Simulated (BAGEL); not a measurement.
**CH5BS (SMILES CBS): RI-MP2/6-311+G(d,p) (density fitting with qzvpp-jkfit)**

Aim: the energy change on altering one bond length of CH5BS at RI-MP2/6-311+G** (density fitting with qzvpp-jkfit), from 2 runs. 

The calculation is run with BAGEL 1.2.2.

2 further runs of the same task are left out: 2 that didn't finish. Runs told in other sessions of the task aren't counted.

### Step 1. The molecule

CH5BS has 8 atoms, charge 0, and is taken as a singlet. SMILES: `CBS`. The shape is that of a PBE0-D4/def2-TZVP optimisation. This is one conformer, not always the lowest.

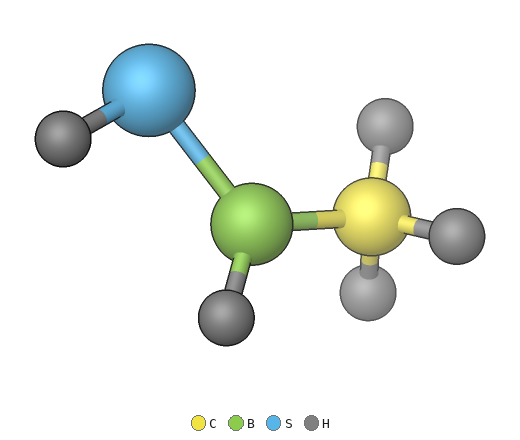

Viewed from a chosen angle; carbon yellow, boron green, sulfur blue, hydrogen grey.

### Step 2. The energy at RI-MP2/6-311+G(d,p) (density fitting with qzvpp-jkfit)

The input, mp2.json:

```json
{ "bagel": [

{
  "title": "molecule",
  "basis": "6-311+gss.json",
  "df_basis": "qzvpp-jkfit",
  "angstrom": true,
  "geometry": [
    { "atom": "C", "xyz": [   -0.632700,    0.847900,   -0.265800 ] },
    { "atom": "B", "xyz": [    0.342600,   -0.361800,   -0.154300 ] },
    { "atom": "S", "xyz": [    0.598100,   -1.148000,    1.424500 ] },
    { "atom": "H", "xyz": [   -1.413900,    0.622700,   -1.001100 ] },
    { "atom": "H", "xyz": [   -0.096800,    1.714400,   -0.670300 ] },
    { "atom": "H", "xyz": [   -1.113300,    1.144600,    0.668300 ] },
    { "atom": "H", "xyz": [    0.932300,   -0.785200,   -1.103800 ] },
    { "atom": "H", "xyz": [    1.475800,   -2.091700,    1.046800 ] }
  ]
},
{ "title": "hf" },
{ "title": "mp2", "ncore": 7 }

]}
```

The basis set 6-311+G** is read from a file made from the Basis Set Exchange's data (not shown).

On the command line:

```
BAGEL_NUM_THREADS=1 BAGEL mp2.json > mp2.out
```

Log:

```text
* using 1 threads per process

  ===============================================================
  ===============================================================

  *** Geometry ***

  { "atom" : "C", "xyz" : [     -1.195630,      1.602299,     -0.502289 ] },
  { "atom" : "B", "xyz" : [      0.647420,     -0.683703,     -0.291585 ] },
  { "atom" : "S", "xyz" : [      1.130245,     -2.169406,      2.691915 ] },
  { "atom" : "H", "xyz" : [     -2.671884,      1.176732,     -1.891805 ] },
  { "atom" : "H", "xyz" : [     -0.182925,      3.239746,     -1.266683 ] },
  { "atom" : "H", "xyz" : [     -2.103832,      2.162981,      1.262904 ] },
  { "atom" : "H", "xyz" : [      1.761792,     -1.483813,     -2.085880 ] },
  { "atom" : "H", "xyz" : [      2.788858,     -3.952740,      1.978165 ] },

  Number of auxiliary basis functions:      368

  Since a DF basis is specified, we compute 2- and 3-index integrals:
    o Being stored without compression. Storage requirement is 0.032 GB

  Number of basis functions:      104
  Number of electrons      :       32

    * METHOD: MOLECULE                             0.25

  *** RHF ***

  === Nuclear Repulsion ===
    88.4338901975

      * DIIS with orbital gradients will be used.

  === RHF iteration (6-311+gss.json) ===
      0       -462.89893136          0.01984088           0.06
      1       -463.02436270          0.00860721           0.06
      2       -463.04691396          0.00152029           0.06
      3       -463.04847645          0.00024028           0.06
      4       -463.04852089          0.00009385           0.06
      5       -463.04852780          0.00001958           0.06
      6       -463.04852831          0.00000605           0.06
      7       -463.04852836          0.00000199           0.06
      8       -463.04852837          0.00000065           0.06
      9       -463.04852837          0.00000016           0.06
     10       -463.04852837          0.00000005           0.06
     11       -463.04852837          0.00000002           0.06
     12       -463.04852837          0.00000001           0.06
    * SCF iteration converged.

    * Permanent dipole moment:
           (   -0.108793,     0.020487,     0.365170) a.u.

    * METHOD: HF                                   1.02

  *** RHF ***

  === Nuclear Repulsion ===
    88.4338901975

      * DIIS with orbital gradients will be used.

  === RHF iteration (6-311+gss.json) ===
      0       -463.04852837          0.00000000           0.06
    * SCF iteration converged.

    * Permanent dipole moment:
           (   -0.108793,     0.020487,     0.365170) a.u.

  === DF-MP2 calculation ===

    * freezing 7 orbitals
    * 3-index integral transformation done
    * assembly done

      MP2 correlation energy:   -0.3826311654      0.04

      MP2 total energy:       -463.4311595335

    * METHOD: MP2                                  0.19

  ===============================================================
```

It took 1.6 s on 1 thread of Arm Neoverse N1, shared host; peak memory 0.11 GiB.

### Step 3. The distorted shape at the same level

The input, input.json:

```json
{ "bagel": [

{
  "title": "molecule",
  "basis": "6-311+gss.json",
  "df_basis": "qzvpp-jkfit",
  "angstrom": true,
  "geometry": [
    { "atom": "C", "xyz": [      -0.398312,       0.915468,      -0.045183 ] },
    { "atom": "B", "xyz": [       0.576988,      -0.294232,       0.066317 ] },
    { "atom": "S", "xyz": [       0.832488,      -1.080432,       1.645117 ] },
    { "atom": "H", "xyz": [      -1.413900,       0.622700,      -1.001100 ] },
    { "atom": "H", "xyz": [       0.137588,       1.781968,      -0.449683 ] },
    { "atom": "H", "xyz": [      -0.878912,       1.212168,       0.888917 ] },
    { "atom": "H", "xyz": [       1.166688,      -0.717632,      -0.883183 ] },
    { "atom": "H", "xyz": [       1.710188,      -2.024132,       1.267417 ] }
  ]
},

{
  "title": "hf"
},

{
  "title": "mp2",
  "ncore": 7
}

]}
```

The basis set 6-311+G** is read from a file made from the Basis Set Exchange's data (not shown).

On the command line:

```
BAGEL_NUM_THREADS=1 BAGEL input.json > input.out
```

Log:

```text
* using 1 threads per process

  ===============================================================
  ===============================================================

  *** Geometry ***

  { "atom" : "C", "xyz" : [     -0.752701,      1.729984,     -0.085383 ] },
  { "atom" : "B", "xyz" : [      1.090349,     -0.556018,      0.125321 ] },
  { "atom" : "S", "xyz" : [      1.573174,     -2.041721,      3.108821 ] },
  { "atom" : "H", "xyz" : [     -2.671884,      1.176732,     -1.891805 ] },
  { "atom" : "H", "xyz" : [      0.260004,      3.367431,     -0.849778 ] },
  { "atom" : "H", "xyz" : [     -1.660903,      2.290666,      1.679810 ] },
  { "atom" : "H", "xyz" : [      2.204721,     -1.356128,     -1.668974 ] },
  { "atom" : "H", "xyz" : [      3.231787,     -3.825055,      2.395071 ] },

  Number of auxiliary basis functions:      368

  Since a DF basis is specified, we compute 2- and 3-index integrals:
    o Being stored without compression. Storage requirement is 0.032 GB

  Number of basis functions:      104
  Number of electrons      :       32

    * METHOD: MOLECULE                             0.25

  *** RHF ***

  === Nuclear Repulsion ===
    87.3889794288

      * DIIS with orbital gradients will be used.

  === RHF iteration (6-311+gss.json) ===
      0       -462.86217935          0.01881684           0.06
      1       -462.98084401          0.00889916           0.06
      2       -463.00591896          0.00161943           0.06
      3       -463.00771624          0.00029234           0.06
      4       -463.00777573          0.00010101           0.06
      5       -463.00778456          0.00002087           0.06
      6       -463.00778511          0.00000601           0.06
      7       -463.00778516          0.00000201           0.07
      8       -463.00778516          0.00000069           0.06
      9       -463.00778517          0.00000018           0.07
     10       -463.00778517          0.00000005           0.06
     11       -463.00778517          0.00000002           0.07
     12       -463.00778517          0.00000001           0.07
    * SCF iteration converged.

    * Permanent dipole moment:
           (   -0.202661,     0.003972,     0.272102) a.u.

    * METHOD: HF                                   1.06

  *** RHF ***

  === Nuclear Repulsion ===
    87.3889794288

      * DIIS with orbital gradients will be used.

  === RHF iteration (6-311+gss.json) ===
      0       -463.00778517          0.00000000           0.06
    * SCF iteration converged.

    * Permanent dipole moment:
           (   -0.202661,     0.003972,     0.272102) a.u.

  === DF-MP2 calculation ===

    * freezing 7 orbitals
    * 3-index integral transformation done
    * assembly done

      MP2 correlation energy:   -0.3856224052      0.05

      MP2 total energy:       -463.3934075706

    * METHOD: MP2                                  0.19

  ===============================================================
```

It took 1.7 s on 1 thread of Arm Neoverse N1, shared host; peak memory 0.11 GiB.

### Step 4. Results

Level: RI-MP2/6-311+G** (density fitting with qzvpp-jkfit), 7 core orbitals frozen.

```
                                                         quantity          value
                                        first shape: total energy  -463.43116 Eh
         first shape: correlation energy (7 core orbitals frozen)     -382.6 mEh
                                    distorted shape: total energy  -463.39341 Eh
     distorted shape: correlation energy (7 core orbitals frozen)     -385.6 mEh
energy change with the C1–H4 bond stretched from 1.096 to 1.425 Å       1.027 eV
```

With the C1–H4 bond stretched from 1.096 to 1.425 Å the energy rises by 1.03 eV (99 kJ/mol). The first shape isn't relaxed at this level, so the change isn't measured from a minimum.
